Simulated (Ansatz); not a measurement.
# BrF3Zr (SMILES [F][Zr]([F])([F])[Br]): what the fields show

```xyz
5

F    -0.8335   -0.3769    1.6860
Zr    0.0098   -0.1234    0.0184
F     1.7796   -0.7657    0.1245
F    -0.9206   -1.1086   -1.2930
Br    0.0145    2.3011   -0.5773
```

Geometry: PBE0-D4/def2-TZVP; core potentials replace the inner electrons of Zr.

Method: RKS PBE0-D4/def2-TZVPP (Ansatz).

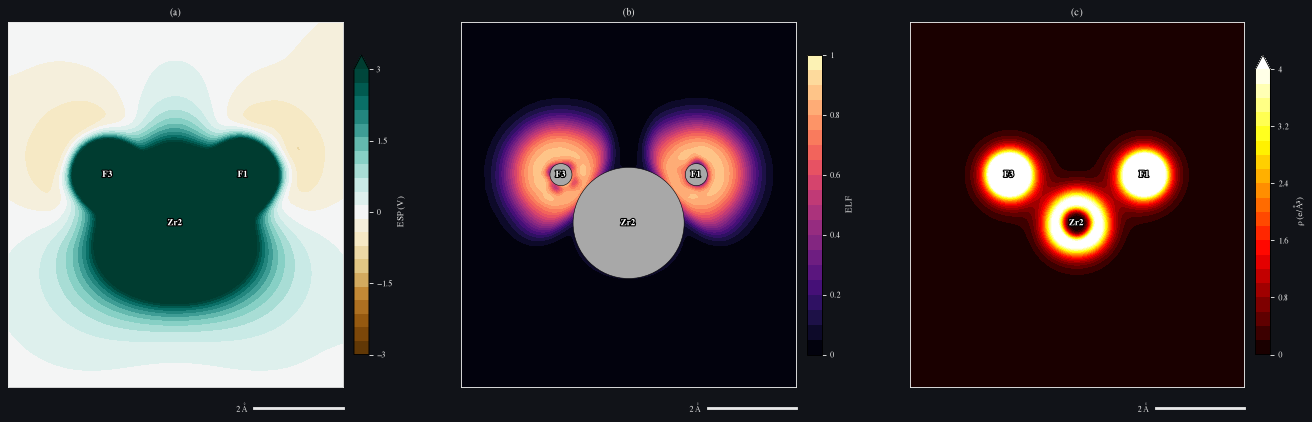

Figure 1. (a) electrostatic potential; (b) electron localisation function; (c) electron density on the plane of atoms F1, Zr2 and F3. Grey discs cover the atomic cores in the ELF map.

### Read the bonding off the picture.

The plane passes through F and Zr nuclei.
Zr–F (1.89 Å): the density is about 1 e/Å³ at the midpoint; the ELF peaks at about 0.85 in the valence shell of F, 0.5 Å from its nucleus, and drops to about 0.25 between the two atoms.
Outside the dense part of the molecule the potential is most negative (−0.7 V) near F1 and F3.

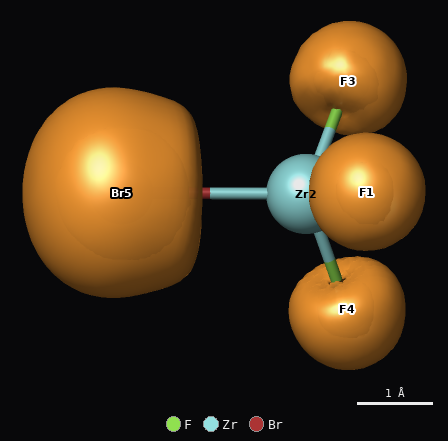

Figure 2. Isosurface of the electron localisation function at 0.75 (orange), seen across its widest extent. Core shells and regions of very low density are left out.

### Where are the electrons localised?

The surface consists of one region wrapped around Br (its valence shell) and three regions wrapped around F (the valence shell of each). Profiles from the grid: Zr–Br (2.50 Å): the ELF peaks at about 0.75 in the valence shell of Br, 1.0 Å from its nucleus, and is about 0.45 at the midpoint.

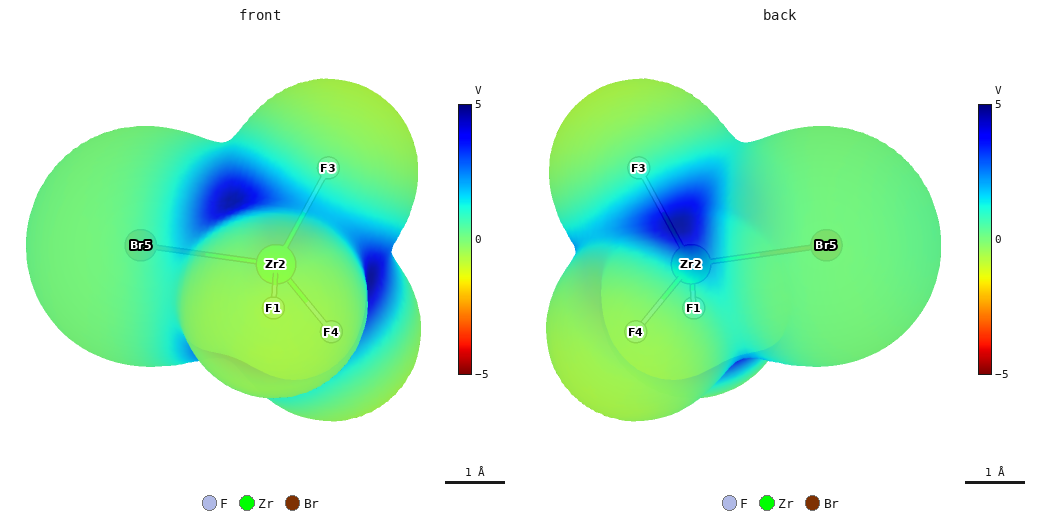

Figure 3. The molecular electrostatic potential painted on the density surface at 0.002 e/bohr³, seen from the front and from behind; the colour scale runs from red (negative) to blue (positive).

### Which sites attract a positive test charge, and which a negative one?

A positive charge is drawn to the negative regions and a negative charge to the positive ones. The most negative region (about −0.7 V, or −16 kcal/mol for a unit charge) lies over F1, F3 and F4, the most positive (about +4.5 V, or +104 kcal/mol for a unit charge) over Zr2.

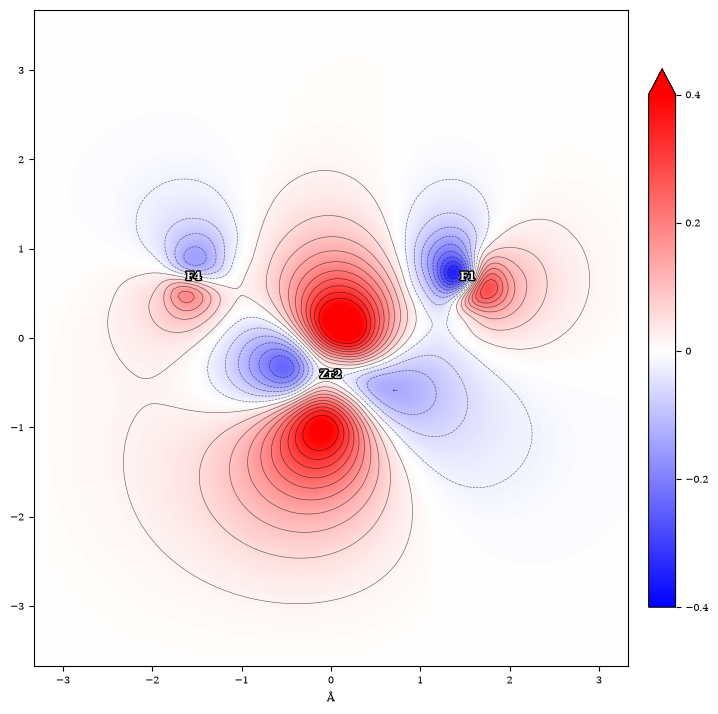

Figure 4. The LUMO on the plane of atoms F1, Zr2 and F4 (values in Å⁻³ᐟ²; the overall sign is arbitrary).

### Describe this orbital and give its energy.

It lies mainly on Zr2 (about 70 %) and Br5 (about 15 %). It is one of a degenerate set, so its orientation is arbitrary. Its energy is −1.83 eV.
